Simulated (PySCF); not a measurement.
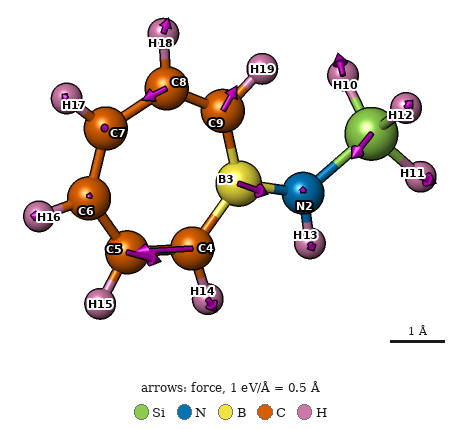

Starting geometry of C6H10BNSi with the computed forces as purple arrows. Style: ball-and-stick. Shown at a tilt.

The start comes from GFN2-xTB. Its atoms were then displaced at random by about 0.01 Å.

Level of theory: PBE0-D3(BJ)/def2-SVP geometry optimisation, gas phase (PySCF 2.14.0, density-fitted response routines). 

> What follows when this structure is relaxed?

It isn't relaxed: the largest force vector, on a C atom, is 2.50 eV/Å. The final displacements follow the starting forces only in part (cosine between the two patterns 0.34). An H atom moves most after the best rigid fit: 0.13 Å. By element the largest moves are H 0.13 Å, N 0.07 Å, C 0.06 Å, B 0.06 Å, Si 0.05 Å. Some distances before and after: H–Si 1.443 → 1.496 Å, B–C 1.511 → 1.545 Å, C–C 1.391 → 1.364 Å, C–H 1.080 → 1.100 Å. Bond angles that change, for instance: B–C–H 121.0° → 116.9°, H–Si–H 110.9° → 107.4°, Si–N–B 131.8° → 128.4°. Over 5 geometry steps the energy falls by 0.198 eV.
